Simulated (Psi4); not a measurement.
## Single-point calculation, with input and output: C2H5B (charge +1)

System: C2H5B, charge +1, multiplicity 2.
Method: TPSS/def2-TZVPD, UKS (Psi4 1.11).

The geometry is that of the parent species in another charge or spin state. The geometry comes from this level: PBE0-D4/def2-TZVP.

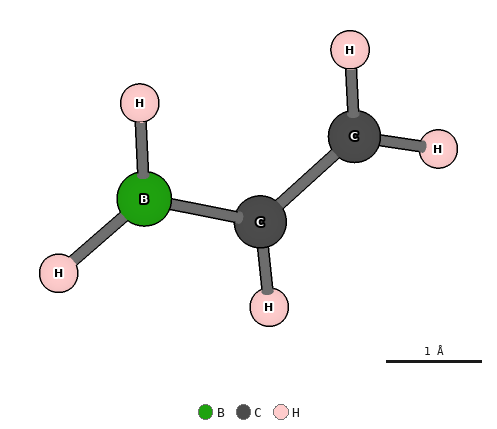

*The structure (ball-and-stick view, seen at a tilt).*

Bond lengths as drawn: B–C 1.53 Å, B–H 1.20 Å, C–C 1.34 Å and C–H 1.09 Å.

Outcome:

| quantity | value |
| --- | --- |
| outcome | refused by the program |
| hardware | 1 thread of Intel Xeon (Granite Rapids), 64 GiB of memory available, shared host |

What went wrong:

The program refused the input: “Fatal Error: Disk algorithm for CD JK not implemented.”

Input (c2h5b.py):
```python
import psi4

psi4.set_memory('1600 MB')
psi4.set_num_threads(1)
psi4.core.set_output_file('c2h5b.out', False)

molecule = psi4.geometry("""
1 2
B     -1.17011842     1.65596700    -1.31128096
C      0.60849181     0.51684010     0.67557709
C      0.86832915    -1.99233825     0.87966751
H     -2.31756012     0.25681378    -2.67358452
H     -1.44148309     3.88962328    -1.53710323
H      1.69584022     1.69980865     1.96021291
H     -0.17517761    -3.25505325    -0.35791413
H      2.10572182    -2.87956467     2.25916758
units au
symmetry c1
""")

options = {'basis': 'def2-TZVPD', 'reference': 'uks', 'puream': True, 'scf_type': 'cd', 'dft_radial_points': 99, 'dft_spherical_points': 590, 'cholesky_tolerance': 0.001, 'maxiter': 100}
psi4.set_options(options)

energy_value = psi4.energy("tpss", molecule=molecule)
print(f'tpss energy: {energy_value:.10f} Eh')
for k, v in sorted(psi4.core.scalar_variables().items()):
    print(f'{k:45s} {v:18.10f}')
```

Command:
```bash
python c2h5b.py
```

Log:
```
=> Loading Basis Set <=

    Name: DEF2-TZVPD
    Role: ORBITAL
    Keyword: BASIS

         ---------------------------------------------------------
                                   SCF
                              UKS Reference
                        1 Threads,   1525 MiB Core
         ---------------------------------------------------------

  ==> Geometry <==

    Molecular point group: c1
    Full point group: C1

    Geometry (in Bohr), charge = 1, multiplicity = 2:

       Center              X                  Y                   Z               Mass
    ------------   -----------------  -----------------  -----------------  -----------------
         B           -1.287625239278     1.650113091765    -1.408031034586    11.009305360000
         C            0.490984990722     0.510986191765     0.578827015414    12.000000000000
         C            0.750822330722    -1.998192158235     0.782917435414    12.000000000000
         H           -2.435066939278     0.250959871765    -2.770334594586     1.007825032230
         H           -1.558989909278     3.883769371765    -1.633853304586     1.007825032230
         H            1.578333400722     1.693954741765     1.863462835414     1.007825032230
         H           -0.292684429278    -3.260907158235    -0.454664204586     1.007825032230
         H            1.988215000722    -2.885418578235     2.162417505414     1.007825032230

  Running in c1 symmetry.

  Rotational constants: A =      1.61635  B =      0.34203  C =      0.28229 [cm^-1]
  Rotational constants: A =  48457.09695  B =  10253.66079  C =   8462.88932 [MHz]
  Nuclear repulsion =   58.087442239665663

  Charge       = 1
  Multiplicity = 2
  Electrons    = 21
  Nalpha       = 11
  Nbeta        = 10

  ==> Algorithm <==

  SCF Algorithm Type is CD.
  DIIS enabled.
  MOM disabled.
  Fractional occupation disabled.
  Guess Type is SAD.
  Energy threshold   = 1.00e-06
  Density threshold  = 1.00e-06
  Integral threshold = 1.00e-12

  ==> Primary Basis <==

  Basis Set: DEF2-TZVPD
    Blend: DEF2-TZVPD
    Number of shells: 64
    Number of basis functions: 156
    Number of Cartesian functions: 174
    Spherical Harmonics?: true
    Max angular momentum: 3

  ==> DFT Potential <==

   => LibXC <=

    Version 7.1.2

   => Composite Functional: TPSS <=

    TPSS Meta-GGA XC Functional

    Deriv               =              1
    GGA                 =           TRUE
    Meta                =           TRUE

    Exchange Hybrid     =          FALSE
    MP2 Hybrid          =          FALSE

   => Exchange Functionals <=

    1.0000   XC_MGGA_X_TPSS

   => Correlation Functionals <=

    1.0000   XC_MGGA_C_TPSS

   => LibXC Density Thresholds  <==

    XC_MGGA_C_TPSS:  1.00E-15
    XC_MGGA_X_TPSS:  1.00E-15

   => Molecular Quadrature <=

    Radial Scheme          =       TREUTLER
    Pruning Scheme         =           NONE
    Nuclear Scheme         =       TREUTLER

    Blocking Scheme        =         OCTREE
    BS radius alpha        =              1
    Pruning alpha          =              1
    Radial Points          =             99
    Spherical Points       =            590
    Total Points           =         447843
    Total Blocks           =           3175
    Max Points             =            256
    Max Functions          =            155
    Weights Tolerance      =       1.00E-15

  ==> Integral Setup <==
```

Standard output:
```
RuntimeError:
Fatal Error: Disk algorithm for CD JK not implemented.
```
